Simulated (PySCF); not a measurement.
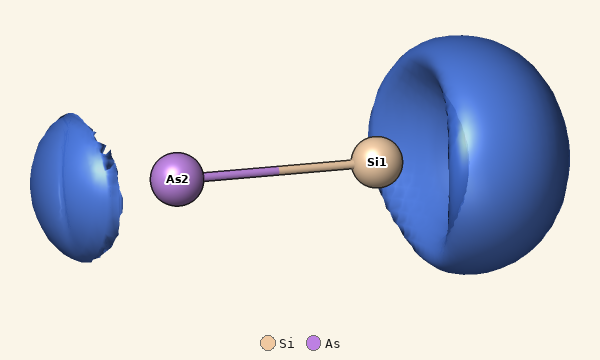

Figure 1: SiAs (doublet). Isosurface of the electron localisation function at 0.9 (blue), seen from one side. Only the valence region is drawn (cores and ρ < 0.01 e/Å³ removed).

These are results of PBE0/6-31G(d,p), non-relativistic, at a bond length of 2.186 Å (PySCF), not measurements.

```yaml
atoms:
  - { symbol: Si, position_ang: [0.0000, 0.0000, -1.5917] }
  - { symbol: As, position_ang: [0.0000, 0.0000, 0.5943] }
```

Identify the bonds, lone pairs and shells in this picture.

At this value the surface marks out one lobe on As, pointing away from the bonds (non-bonding electrons) and one lobe on Si, pointing away from the bonds (non-bonding electrons).

Values along the shortest contacts:
Si–As (2.19 Å): the ELF peaks at about 0.85 between the atoms; localised, covalent bonding.
